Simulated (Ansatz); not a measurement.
## Electronic structure of AlClH$_{4}$OSi in real space

Input

```
crystal:
  periodic: [false, false, false]
  atoms:
    - {symbol: Al, position_ang: [-1.795782, -0.455760, -0.606269]}
    - {symbol: Si, position_ang: [1.208114, 0.205873, 0.415755]}
    - {symbol: O, position_ang: [-2.249430, -1.985286, -0.647402]}
    - {symbol: H, position_ang: [0.036154, -0.702165, 0.063625]}
    - {symbol: Cl, position_ang: [-1.809207, 1.617241, -0.773906]}
    - {symbol: H, position_ang: [2.264785, -0.726603, 0.865695]}
    - {symbol: H, position_ang: [1.586777, 0.936234, -0.812053]}
    - {symbol: H, position_ang: [0.758588, 1.110565, 1.494556]}
basis:
  gaussian: {orbitals: def2-TZVPP}
hamiltonian: {xc: pbe0, dispersion: d4}
output: {orbitals: {seedname: orbitals}}
```

Launched as:

```sh
ansatz run in.yaml --threads 4 --pin off --events-out ev --progress --plain --max-ram 9574MiB
```

The product side of a reaction path; geometry: PBE0-D4/def2-TZVP.

Computed with RKS PBE0-D4/def2-TZVPP in Ansatz 0.2.0.

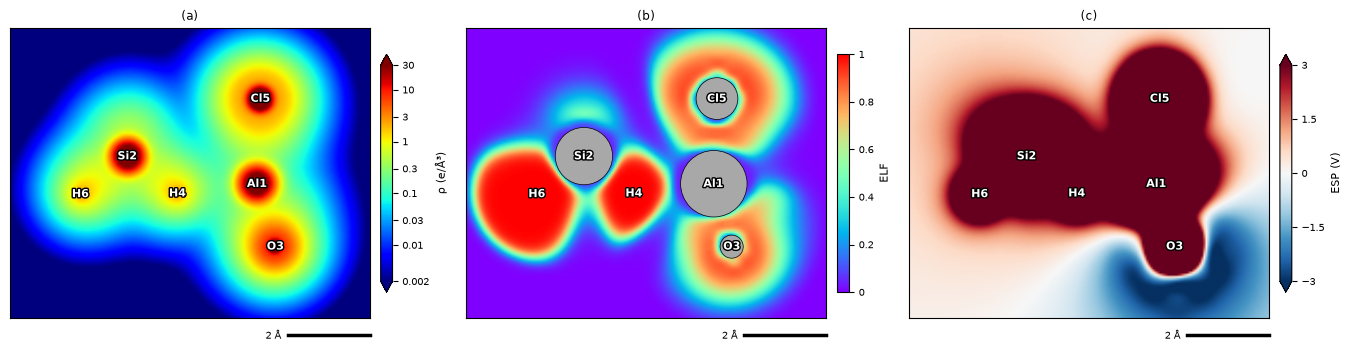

Figure 1. (a) electron density; (b) electron localisation function; (c) electrostatic potential on the plane of atoms Al1, H4 and Si2. Grey discs cover the atomic cores in the ELF map.

### Describe what can be read from this map.

The section cuts through Al, Si, O, H and Cl sites.
Al1···H4 (1.97 Å): the density falls to about 0.19 e/Å³ on the way; the ELF climbs to about 1 towards the hydrogen.
Al–O (1.60 Å): the density is about 1.1 e/Å³ at the midpoint; the ELF peaks at about 0.85 in the valence shell of O, 0.6 Å from its nucleus, and is about 0.30 at the midpoint.
Al–Cl (2.08 Å): ρ at the midpoint is about 0.76 e/Å³; the ELF peaks at about 0.85 in the valence shell of Cl, 0.9 Å from its nucleus, and is about 0.75 at the midpoint.
Si–H (1.48 Å): ρ is about 0.83 e/Å³ halfway; the ELF climbs to about 1 towards the hydrogen.
The ELF also peaks beside O3 and Cl5, away from the bonds: lone-pair regions.
Outside the dense part of the molecule the potential is most negative (−3.2 V) near O3.

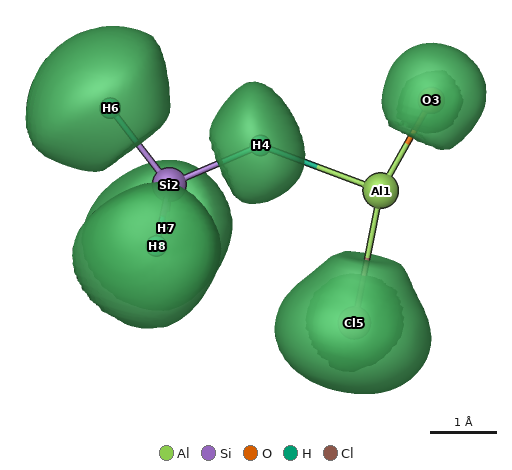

Figure 2. Isosurface of the electron localisation function at 0.8 (green), seen across its widest extent. Only the valence region is drawn (cores and ρ < 0.01 e/Å³ removed).

### What do the ELF domains correspond to?

The ELF exceeds this value in four regions around hydrogen nuclei, one region wrapped around Cl (its valence shell) and one region wrapped around O (its valence shell).

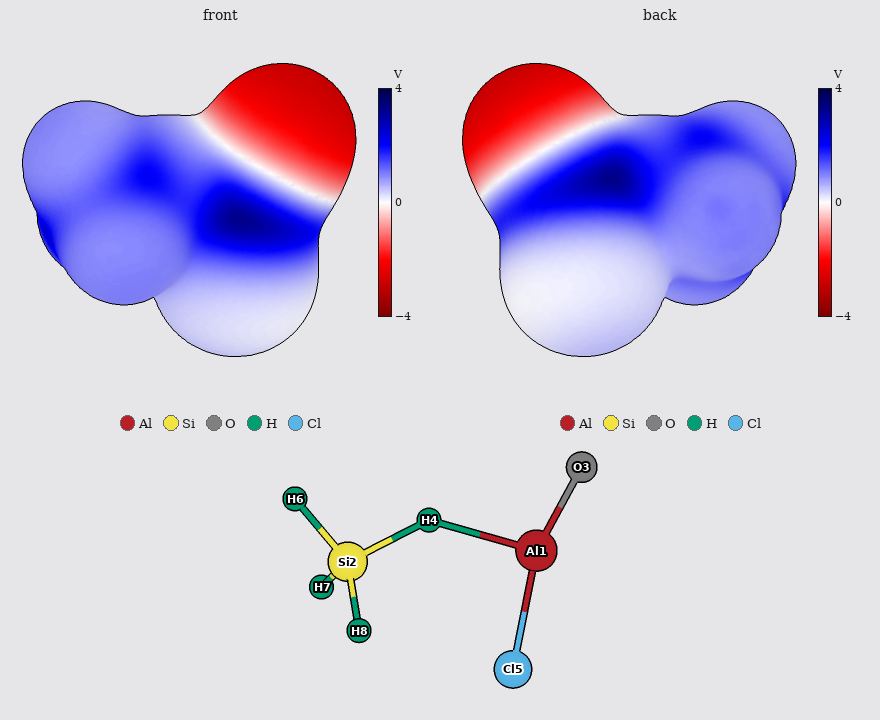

Figure 3. The molecular electrostatic potential painted on the density surface at 0.002 e/bohr³, seen from the front and from behind; red is negative and blue positive. The bare structure is drawn below in the same view.

### Describe the electrostatic potential map.

The most negative region (about −2.8 V) lies over O3, the most positive (about +3.2 V) over Al1. O3 is the likeliest acceptor of a hydrogen bond.
